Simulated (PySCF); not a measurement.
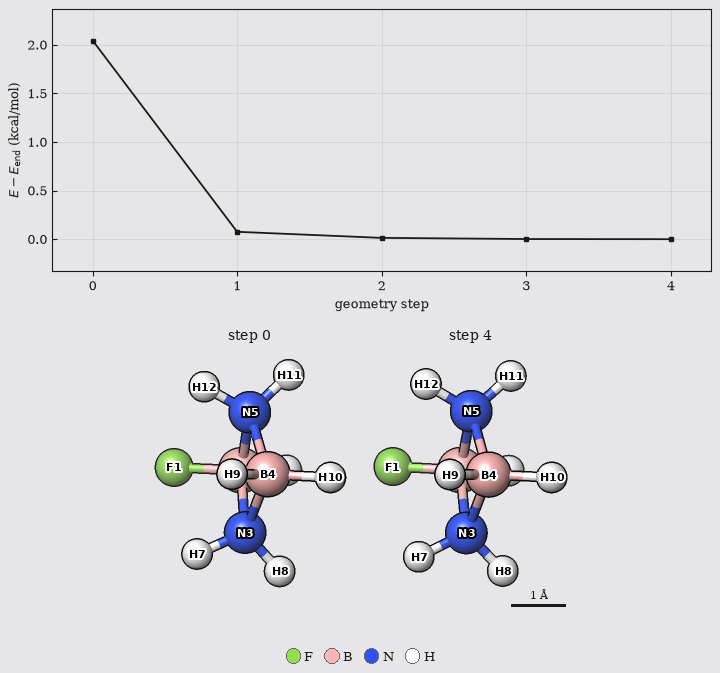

First and last geometry of a relaxation of B2N2H7F, with the history of the run. A ball-and-stick model, seen from a free direction.

The start comes from GFN2-xTB. Its atoms were then displaced at random by about 0.01 Å.

Theory: PySCF, PBE0-D3(BJ)/def2-SVP geometry optimisation, gas phase. 

Q: What do the curves and the structures tell?

A: It converged. The energy falls by 2.04 kcal/mol in 4 geometry steps. The atom that moves furthest after the best rigid fit is an H atom (0.060 Å). Largest moves by element: H 0.060 Å, F 0.057 Å, B 0.033 Å, N 0.026 Å. Near-neighbour distances that change, for instance: B–N 1.561 → 1.599 Å, B–H 1.183 → 1.220 Å, B–N 1.579 → 1.594 Å, H–N 1.005 → 1.018 Å. Bond angles that change, for instance: F–B–H 112.0° → 115.9°, N–B–H 115.4° → 112.3°, H–B–H 112.4° → 115.2°.
